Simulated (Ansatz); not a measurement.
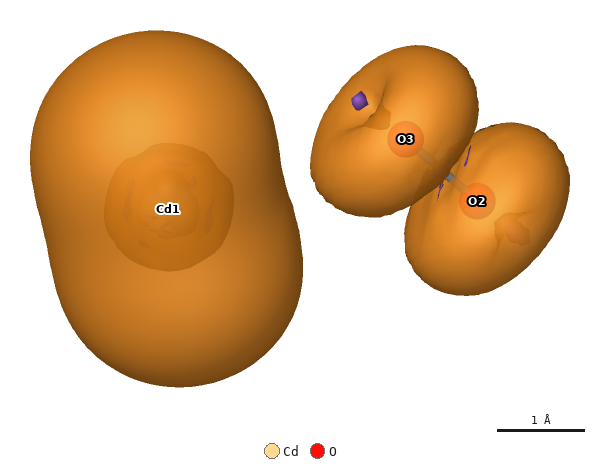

Figure 1: Cd···O2 (quintet). Isosurfaces of the spin density (α minus β) at +0.03 (orange) and −0.03 e/Å³ (purple), seen at a tilt.

Geometry: r2SCAN-D4/def2-TZVP; core potentials replace the inner electrons of Cd.

Computed with UKS PBE0-D4/def2-TZVP in Ansatz.

```xyz
3

Cd    1.9751    0.8719    0.4127
O    -1.4363   -0.2780   -0.5777
O    -0.5388   -0.5939    0.1650
```

### Describe the spin distribution.

The unpaired spin (4 electrons) lies mostly on O2 (about 1.1) and O3 (about 1.0), in electrons by Hirshfeld's partition.
